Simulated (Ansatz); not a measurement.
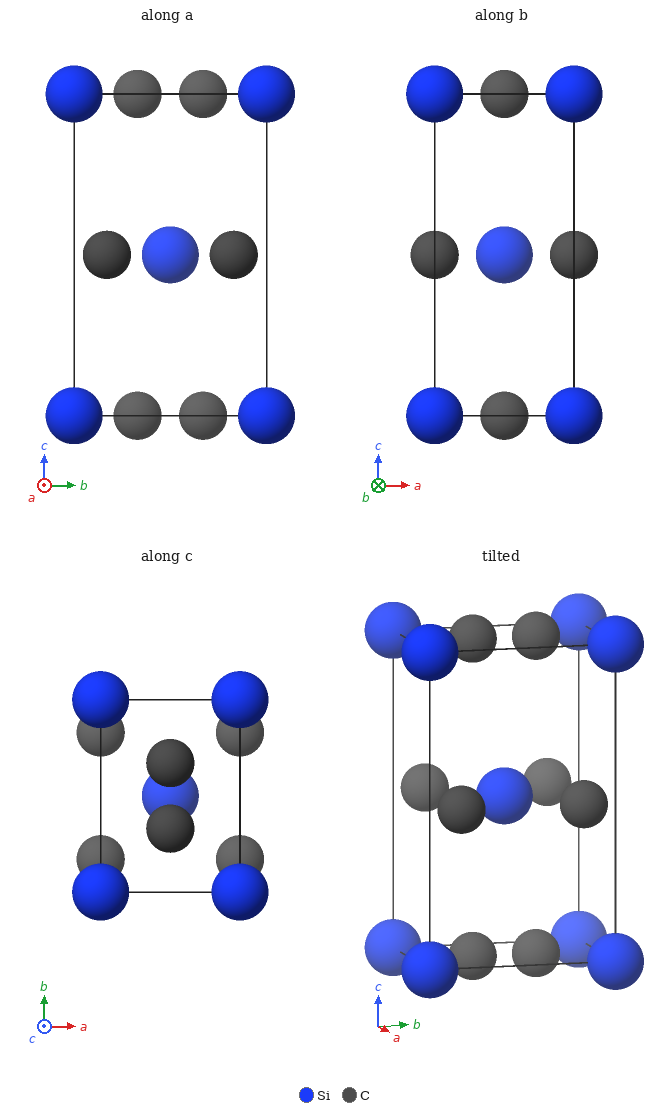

This spheres-only model is shown along the a axis, along the b axis, along the c axis and slightly off an axis. The wireframe shows the conventional unit cell.

Lattice parameters: a = 2.8386 Å, b = 3.9203 Å, c = 6.5552 Å, α = 90.000°, β = 90.000°, γ = 90.000°.

**Give the atomic positions as a CIF with its space group and independent sites, with free fractional coordinates to two decimals.**

```cif
data_structure
_symmetry_space_group_name_H-M 'I m m m'
_symmetry_Int_Tables_number 71
_cell_length_a 2.8386
_cell_length_b 3.9203
_cell_length_c 6.5552
_cell_angle_alpha 90.000
_cell_angle_beta 90.000
_cell_angle_gamma 90.000
_cell_volume 72.95
loop_
_atom_site_label
_atom_site_type_symbol
_atom_site_symmetry_multiplicity
_atom_site_Wyckoff_symbol
_atom_site_fract_x
_atom_site_fract_y
_atom_site_fract_z
_atom_site_occupancy
Si1 Si 2 a 0.00 0.00 0.00 1
C1 C 4 h 0.50 0.33 0.00 1
```

The cell started as a structure type filled with these elements by a generator (whether the compound takes this form wasn't checked). Earlier steps of the study may have refined or changed the cell and positions. Ansatz was used for an electronic-structure calculation on it.
